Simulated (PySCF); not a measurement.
**C₂H₅OSi (SMILES C=[C]O[SiH3]) (doublet): density, localisation and related maps**

```xyz
9

C     1.9334    0.0451    0.2392
C     1.0244    0.7946   -0.3156
O    -0.2518    0.7846   -0.5123
Si   -1.5826   -0.1074   -0.1563
H     2.9702    0.3265    0.2491
H     1.6888   -0.9058    0.7149
H    -1.7514   -0.1734    1.2943
H    -2.5856    0.6971   -0.8354
H    -1.4319   -1.4552   -0.7030
```

Geometry: GFN2-xTB.

The calculation used UKS B3LYP, pcH-1 on C H O Si, non-relativistic, mean-field spin-orbit, GIAO in PySCF 2.14.0, density-fitted response routines.

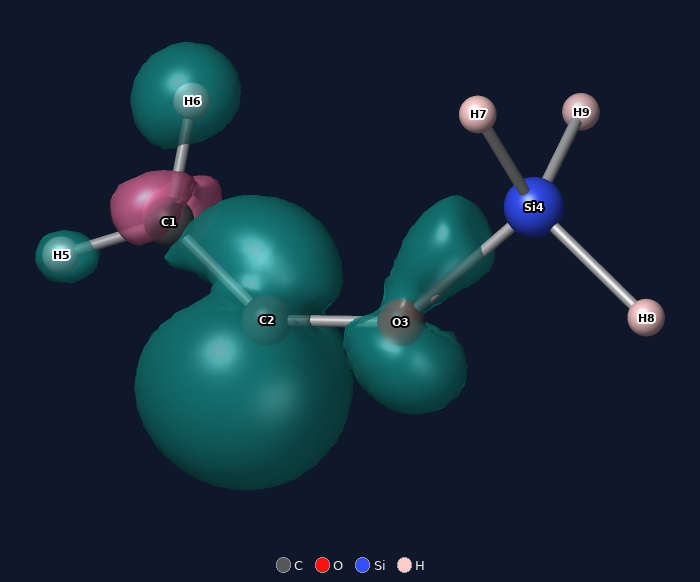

Figure 1. Isosurfaces of the spin density at +0.03 (teal) and −0.03 e/Å³ (pink), seen at a tilt.

Question: Where is the unpaired spin?

Answer: The unpaired spin (1 electron) lies mostly on C2 (about 0.7) and O3 (about 0.1), in electrons by Hirshfeld's partition.

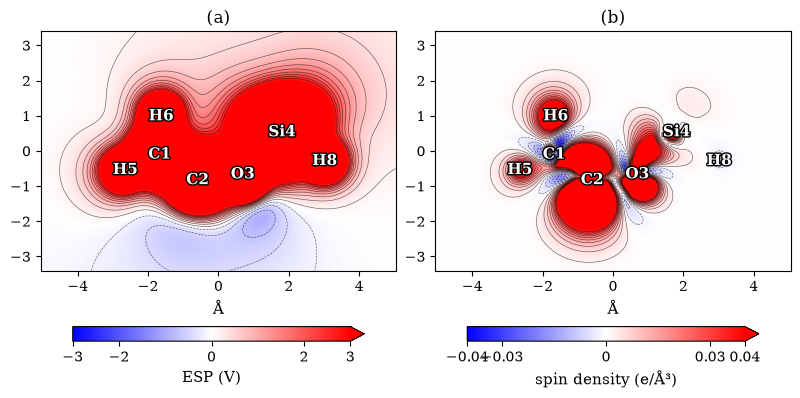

Figure 2. (a) molecular electrostatic potential; (b) spin density on the plane of atoms O3, Si4 and H8.

Question: What does the map show?

Answer: The section cuts through C, O, Si and H sites. The unpaired spin (1 electron) lies mostly on C2 (about 0.7) and O3 (about 0.1), in electrons by Hirshfeld's partition. Outside the dense part of the molecule the potential is most negative (−0.9 V) near O3.

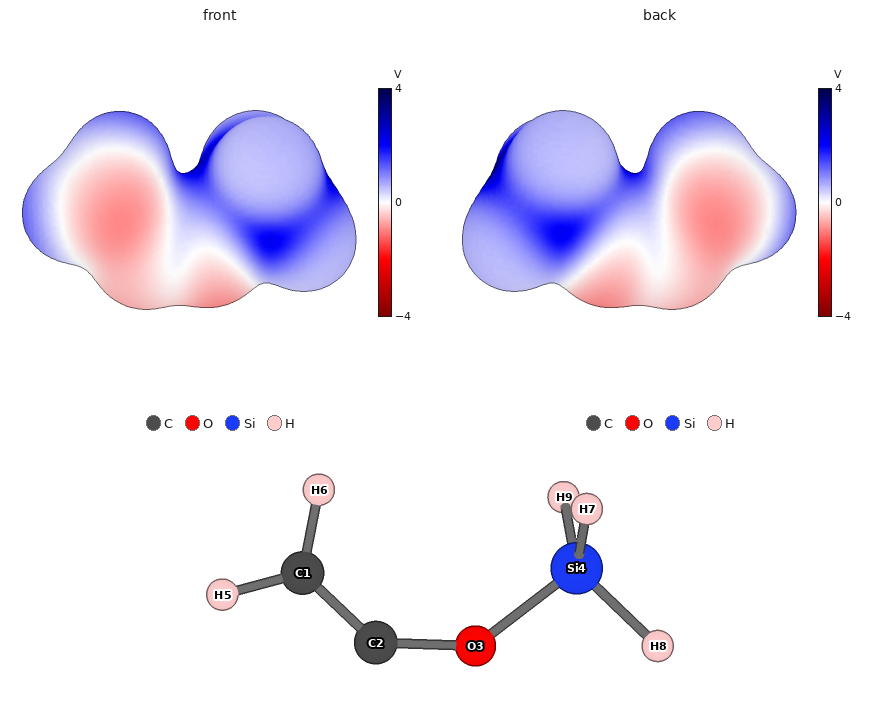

Figure 3. The electrostatic potential painted on the density surface at 0.004 e/bohr³, seen from the front and from behind; the colour scale runs from red (negative) to blue (positive). The bare structure is drawn below in the same view.

Question: Which sites attract a positive test charge, and which a negative one?

Answer: A positive charge is drawn to the negative regions and a negative charge to the positive ones. The most negative region (about −0.9 V) lies over C1, C2 and O3, the most positive (about +3.2 V) over Si4.
